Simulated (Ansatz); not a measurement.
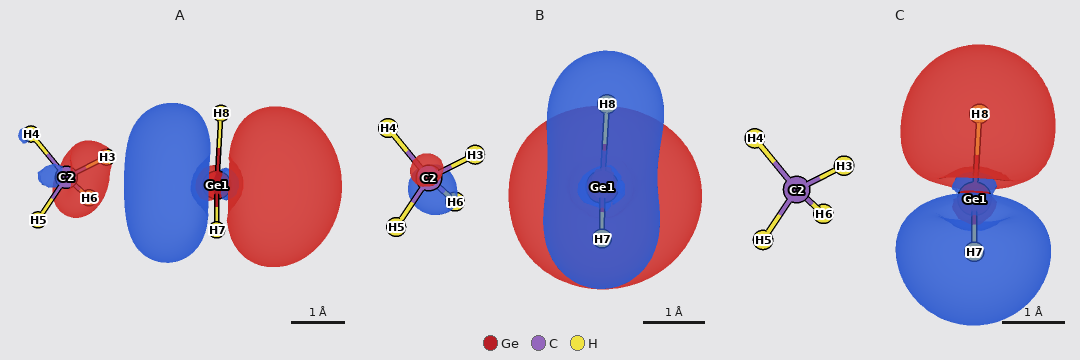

GeH$_{2}$···CH$_{4}$. Three frontier orbitals at ±0.1 Å⁻³ᐟ² (blue and red are the two phases), in no order.

Level of theory: RKS PBE0-D4/def2-SVP in Ansatz.

```xyz
8

Ge   -0.0397   -0.0750   -0.8295
C     1.4100    0.0305    1.7102
H     0.3290   -0.1832    1.6455
H     1.8945   -0.8095    2.2243
H     1.5439    0.9651    2.2688
H     1.8846    0.1445    0.7197
H    -0.8738    1.1073   -0.1550
H    -0.9361   -1.1797   -0.1028
```

Q: Which picture is the HOMO−1, the HOMO and the LUMO?

A: C is the HOMO−1 (−8.62 eV). By Hirshfeld shares it lies mainly on Ge1 (about 45 %), H7 (about 25 %) and H8 (about 25 %). B is the HOMO (−6.57 eV). It lies mainly on Ge1 (about 75 %), H8 (about 10 %) and H7 (about 10 %). A is the LUMO (−2.24 eV). Its weight (Hirshfeld) is mainly on Ge1 (about 80 %) and C2 (about 5 %).

Q: What is the HOMO–LUMO gap?

A: 4.33 eV between the orbital energies.
